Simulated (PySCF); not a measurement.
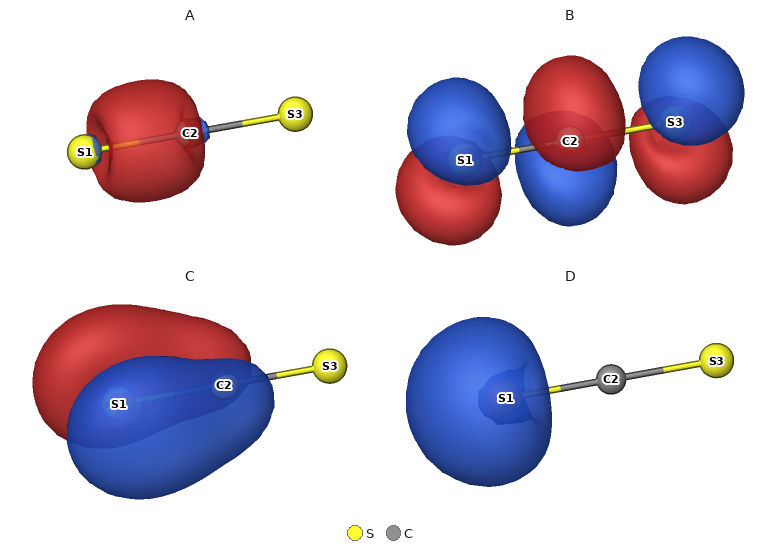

CS2, SMILES `S=C=S`. Intrinsic bond orbitals (IBO), occupied and valence-virtual; each surface holds about 80 % of the orbital's density. Energies are diagonal elements of the Fock matrix.

Level of theory: B3LYP/def2-TZVP (PySCF), at a geometry from GFN2-xTB. No frequency check shows the geometry to be a minimum. GFN2-xTB bond lengths at metals and heavier atoms can be off by up to 0.1 Å and shapes distorted, which carries into these values.

Cartesian coordinates (Å):

```
S1      -1.5501    0.0000    0.0000
C2       0.0000   -0.0000    0.0000
S3       1.5501    0.0000    0.0000
```

What does each orbital represent in a Lewis picture?

Answer. By panel:
- A: σ bond C2–S1 (C2 57 %, S1 43 %; −19.7 eV)
- B: antibonding multicentre orbital mainly over C2, S1 and S3 (C2 51 %, S1 24 %, S3 24 %; −1.2 eV)
- C: π bond S1–C2 (S1 74 %, C2 24 %; −9.2 eV)
- D: lone pair on S1 (s-type) (S1 99 %; −15.4 eV)
